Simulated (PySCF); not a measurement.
C5H13NOSi2 (SMILES N[SiH2][SiH2]OC1=CCCC1)

The calculation's input:

```
{"job": {"kind": "nmr", "xc": "PBE0", "basis": "pcSseg-1"}, "charge": 0, "multiplicity": 1}
N      4.715197     0.537139    -0.256152
Si     3.371866    -0.387848     0.307345
Si     1.558068     0.741221    -0.502876
O      0.362023    -0.134444     0.184567
C     -0.971930    -0.089556     0.032689
C     -1.691980     0.596573    -0.844031
C     -3.161385     0.366875    -0.648556
C     -3.215754    -0.835460     0.313070
C     -1.831630    -0.895432     0.974047
H      5.640406     0.157073    -0.143615
H      4.739864     1.527195    -0.080525
H      3.380299    -0.625002     1.770360
H      3.626156    -1.709487    -0.279398
H      1.377421     2.157153    -0.123113
H      1.393529     0.766851    -1.965865
H     -1.304105     1.261524    -1.594445
H     -3.676674     0.157086    -1.587348
H     -3.625536     1.253685    -0.205299
H     -4.013185    -0.735906     1.047859
H     -3.390368    -1.750581    -0.255364
H     -1.832832    -0.425325     1.961953
H     -1.459861    -1.913948     1.092278
```

Run with:

```sh
OMP_NUM_THREADS=1 python probes_run.py task.json out
```

Geometry: GFN2-xTB.

All numbers below come from PBE0/pcSseg-1, SCF density, gas phase, non-relativistic (PySCF).

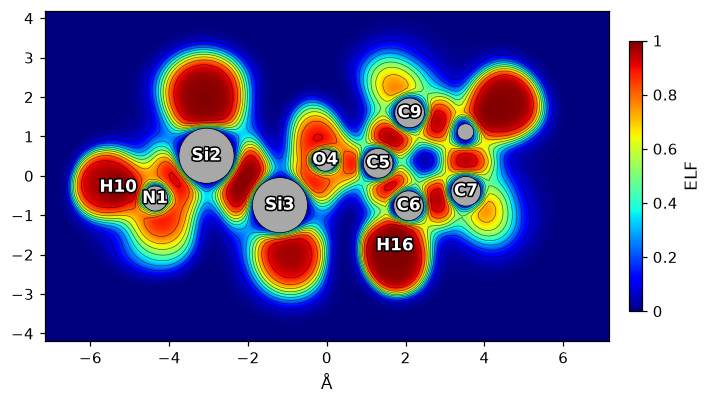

Figure 1. ELF on the plane of atoms C6, C5 and C9. Grey discs cover the atomic cores.

**Read the bonding off the picture.**

Atoms in the plane: N, Si, O, C and H. C–C (1.33 Å): the ELF peaks at about 0.90 between the atoms: a short, multiple covalent bond. C–O (1.34 Å): the ELF peaks at about 0.90 between the atoms, as expected for a polar covalent bond. Si–O (1.63 Å): the ELF peaks at about 0.85 between the atoms; a shared but strongly polarised pair. Si–N (1.73 Å): the ELF peaks at about 0.90 between the atoms; a polar covalent bond. Si–Si (2.28 Å): the ELF peaks at about 1 between the atoms (localised, covalent bonding). The ELF also peaks beside N1 and O4, away from the bonds: lone-pair regions.

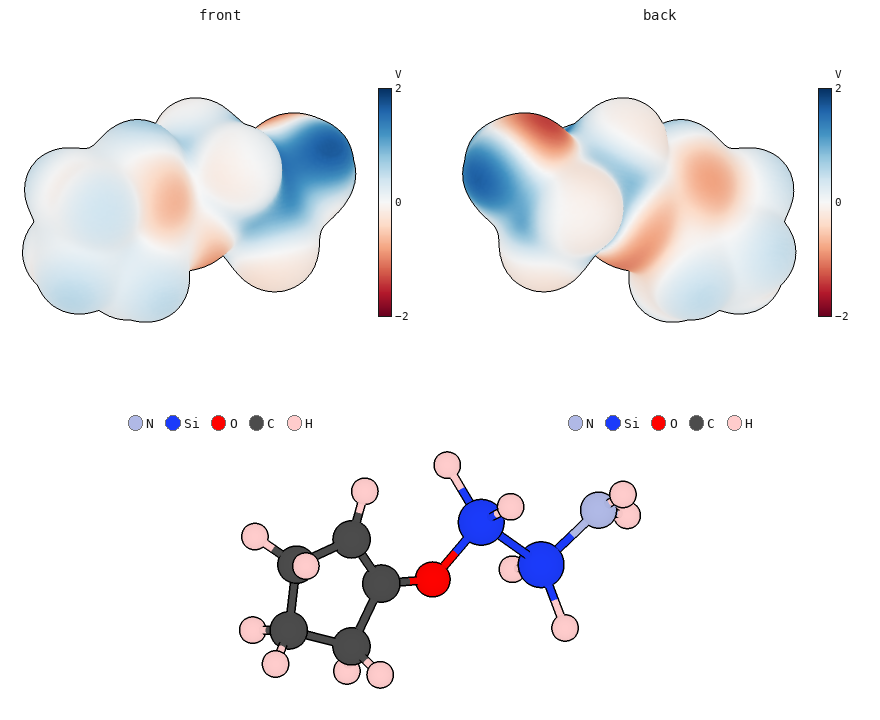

Figure 2. The electrostatic potential painted on the density surface at 0.002 e/bohr³, seen from the front and from behind; the colour scale runs from red (negative) to blue (positive). The bare structure is drawn below in the same view.

**Describe the electrostatic potential map.**

The most negative region (about −1.3 V, or −30 kcal/mol for a unit charge) lies over N1, the most positive (about +1.6 V, or +37 kcal/mol for a unit charge) over H10 and H11. N1 is the likeliest acceptor of a hydrogen bond.
